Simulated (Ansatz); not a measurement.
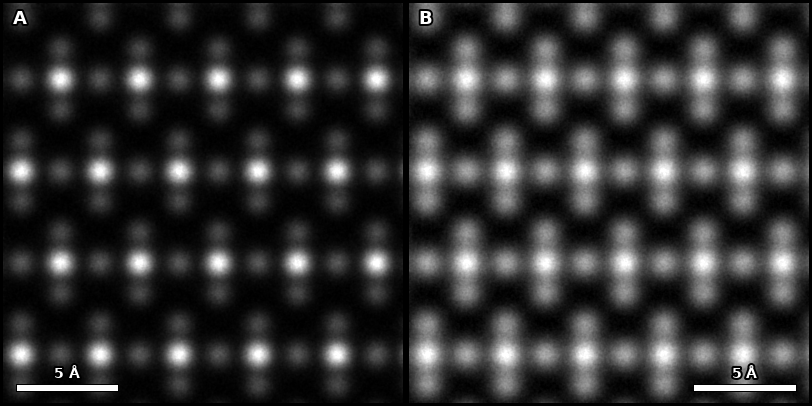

Two simulated images of the same area of RbTaAs₂ (P6/mmm, No. 191) along [101], with a probe of 0.99 Å. One is incoherent Z contrast (Z^1.7 per atom), the other the projected potential of neutral atoms blurred by the probe (iDPC-like, thin sample). Brightness is counted from the darkest point of the image. Shot noise was added. Model: coordinates from a relaxation with Ansatz, DFT PBE, scalar-relativistic, plane waves, PAW; the starting structure was generated, so it need not be a known form of this composition.

> Which panel is which, and how can one tell?

A is the Z-contrast image and B the potential image. The columns of 1 As per repeat reach about 26 % of the brightest peak (1 Ta) in A but about 56 % in B, mainly since the potential grows much more slowly with atomic number.
